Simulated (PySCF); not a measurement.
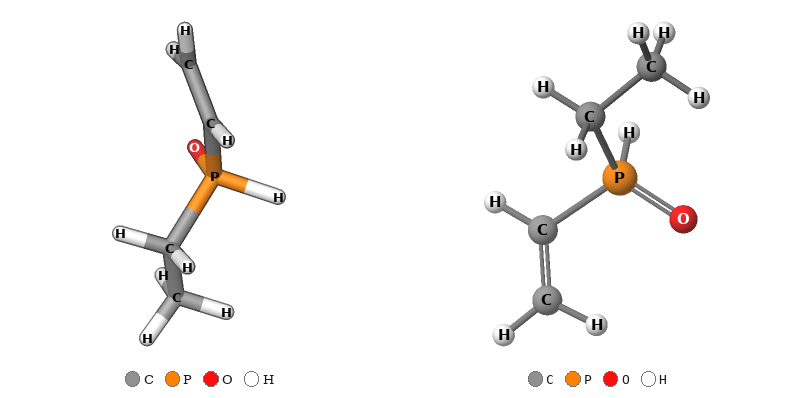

Both panels show the same species.

The computed structure is the end point of a GFN2-xTB optimisation. No frequency run is at hand to confirm it as a minimum.

**What is the molecular formula?**

C4H9OP, 15 atoms: 4 carbon, 9 hydrogen, 1 oxygen and 1 phosphorus.

**Count the bonded pairs by element.**

8 C–H, 2 C–C, 2 C–P, 1 O–P, 1 P–H.

**Give a SMILES string for it.**

C=C[P@H](=O)CC

**Name functional groups in it.**

Among them: alkene.

More results for the same structure follow; atom numbers are the same in all pictures, views and colours differ.

**Geometry**

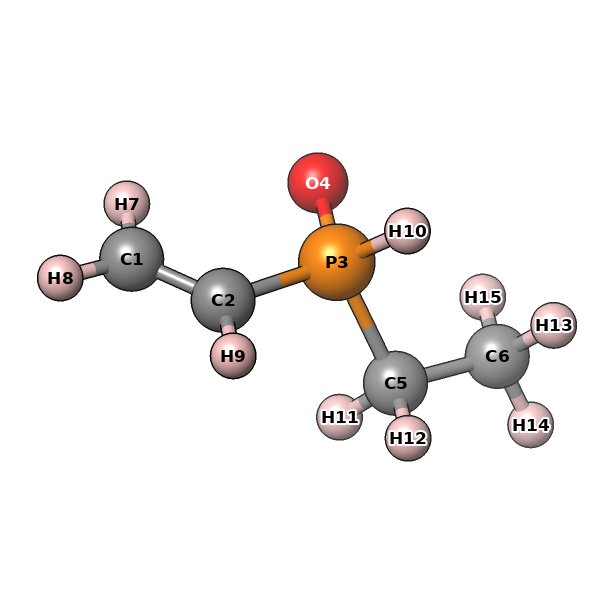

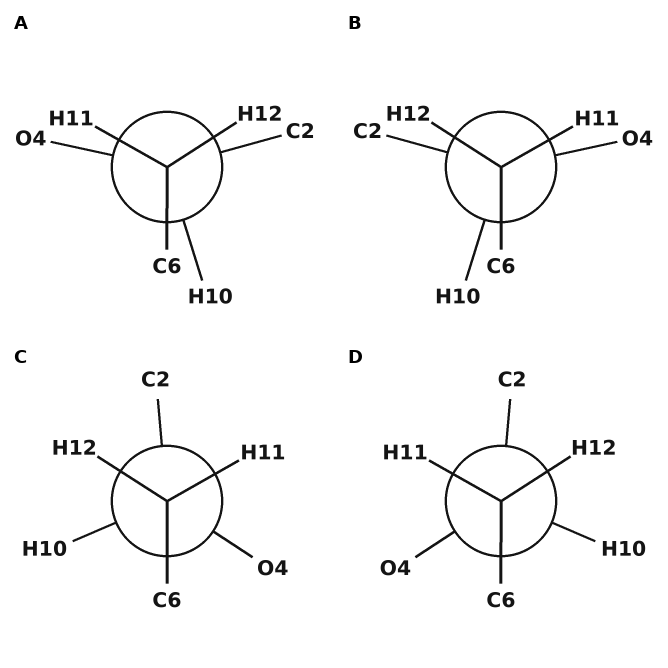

Atoms fade into the background with distance from the viewer. Bonds that would overlap in a projection are set slightly apart. No frequency run is at hand to confirm it as a minimum.

**Which Newman projection shows the view along C5–P3, with C5 in front?**

D. The torsion angle C6–C5–P3–O4 is 57°, synclinal (gauche).

**Electronic properties**

No frequency run is at hand to confirm it as a minimum. Properties computed with PBE0/def2-SVPD, gas phase (PySCF 2.14.0). Excitations: vertical, linear response.

What does the calculation give?

- dipole moment: 3.87 D
- HOMO energy (Kohn–Sham orbital): −7.77 eV
- LUMO energy (Kohn–Sham orbital): −0.74 eV
- HOMO–LUMO gap: 7.03 eV
- mean static polarisability: 75.5 bohr³
- lowest vertical singlet excitation: 5.82 eV
- its oscillator strength: 0.008
- brightest of the 6 lowest singlets: 7.40 eV
- its oscillator strength: 0.38

**NMR shielding**

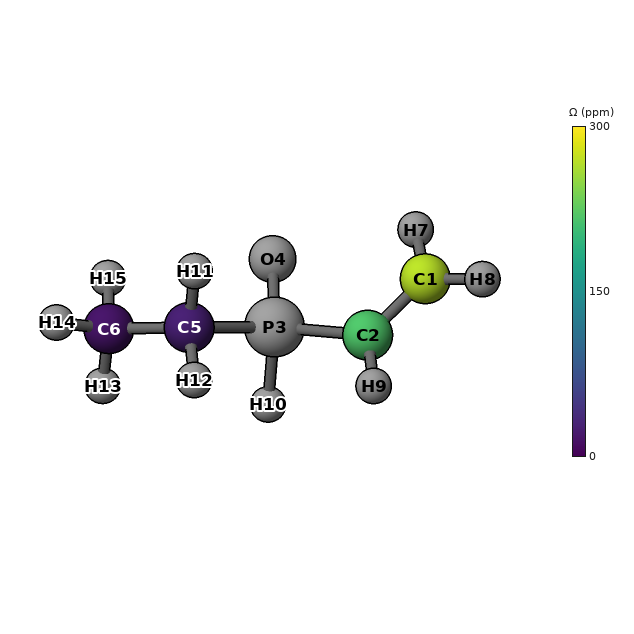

The C atoms are coloured by the span of their shielding tensor. No frequency run is at hand to confirm it as a minimum. Properties computed with GIAO PBE0/pcSseg-1 NMR shielding, non-relativistic, gas phase (PySCF 2.14.0). Principal shieldings σ11 ≤ σ22 ≤ σ33, span Ω = σ33 − σ11, skew κ = 3(σiso − σ22)/Ω.

**Which C atom has the most anisotropic shielding?**

C1, with a span of 268 ppm.

Give the shielding tensors of the C atoms.

```
atom    σ11    σ22    σ33   σiso      Ω      κ
  C1  −86.4   33.2  181.8   42.9  268.1   0.11
  C2  −67.5   56.4  150.0   46.3  217.5  −0.14
  C5  146.0  154.3  173.3  157.9   27.3   0.39
  C6  169.6  176.4  187.3  177.8   17.8   0.23
```

Shieldings and span in ppm.

**Quadrupole coupling**

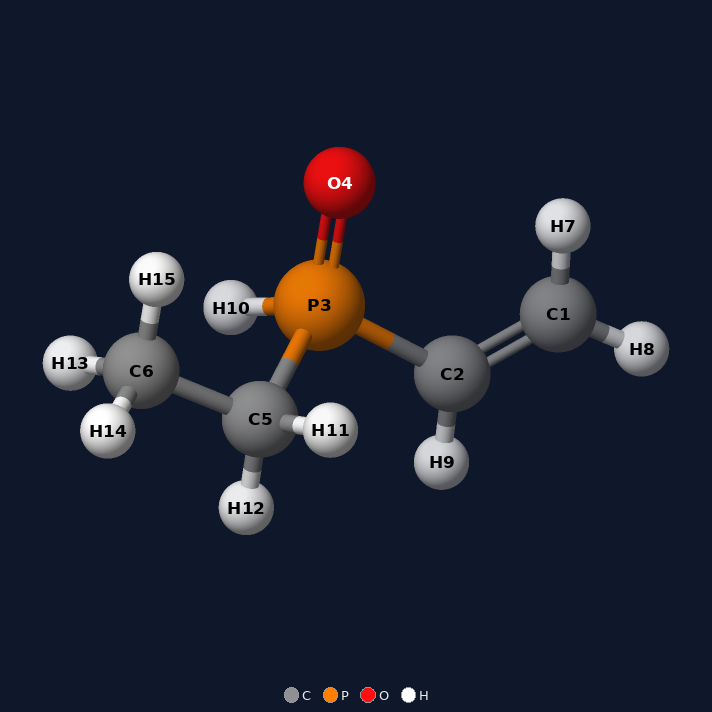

No frequency run is at hand to confirm it as a minimum. Electric field gradients from the ground-state density, PBE0/pcSseg-1 (PySCF 2.14.0), non-relativistic apart from any core potentials.

Give the largest field-gradient component, the quadrupole coupling constant and the asymmetry for 17O at O4 (Q = −25.6 mb), 2H at H7 (Q = 2.86 mb), 2H at H8 (Q = 2.86 mb), 2H at H9 (Q = 2.86 mb), 2H at H10 (Q = 2.86 mb).

```json
{"atom": "O4", "V_zz (a.u.)": "0.846", "e²qQ/h (MHz)": "−5.09", "η": "0.11"}
{"atom": "H7", "V_zz (a.u.)": "0.321", "e²qQ/h (MHz)": "0.216", "η": "0.03"}
{"atom": "H8", "V_zz (a.u.)": "0.333", "e²qQ/h (MHz)": "0.224", "η": "0.02"}
{"atom": "H9", "V_zz (a.u.)": "0.332", "e²qQ/h (MHz)": "0.223", "η": "0.05"}
{"atom": "H10", "V_zz (a.u.)": "0.184", "e²qQ/h (MHz)": "0.124", "η": "0.01"}
```

The geometry is semi-empirical. Around P such bond lengths and angles can be off by a tenth of an ångström or more and by several degrees, and values that hang on the shape move with them.
